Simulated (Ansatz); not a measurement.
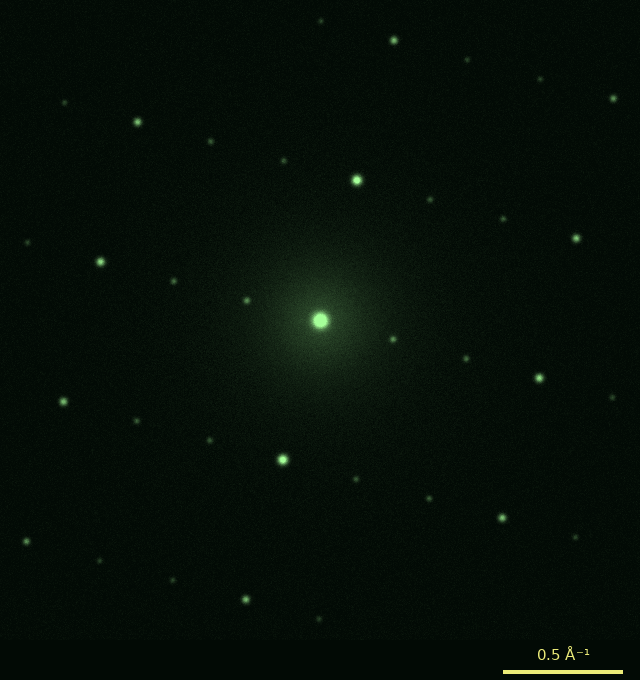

Kinematic zone-axis pattern, calculated for 300 keV electrons with B = 0.5 Å².

It belongs to HfZrPd, space group I4mm (No. 107), a = 3.28 Å, c = 10.68 Å. Structure: the end point of a relaxation with DFT PBEsol, scalar-relativistic, plane waves, PAW (Ansatz 0.2.0); the starting structure was generated, so it need not be a known form of this composition.

### Which low-index zone axis gives this pattern?

The spots form a rectangular net whose two shortest vectors correspond to d = 3.13 Å and 1.64 Å, 90.0° apart. They index as 1 0 -1 and 0 2 0, so the zone axis is [101] (or an equivalent direction of <101>).

### Which reflections of this zone are missing, and why?

The lattice centring (I) removes all reflections that break h + k + l = 2n.
